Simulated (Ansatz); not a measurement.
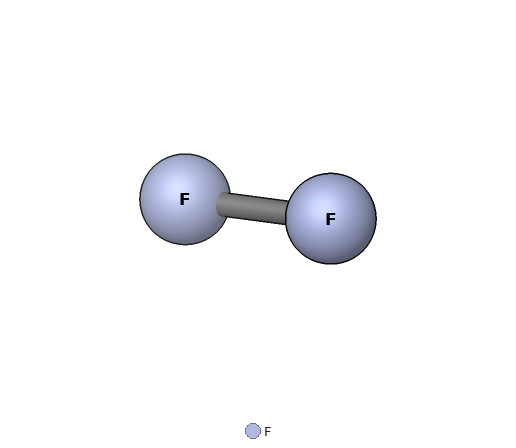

The geometry was computed by an optimisation with PBE0-D4/def2-TZVP. No frequency run is at hand to confirm it as a minimum. Method: RKS PBE0-D4/def2-TZVPPD (Ansatz 0.2.0).

What does the calculation give?

The species is F2.
- HOMO energy (Kohn–Sham orbital): −11.66 eV
- LUMO energy (Kohn–Sham orbital): −3.35 eV
- HOMO–LUMO gap: 8.31 eV
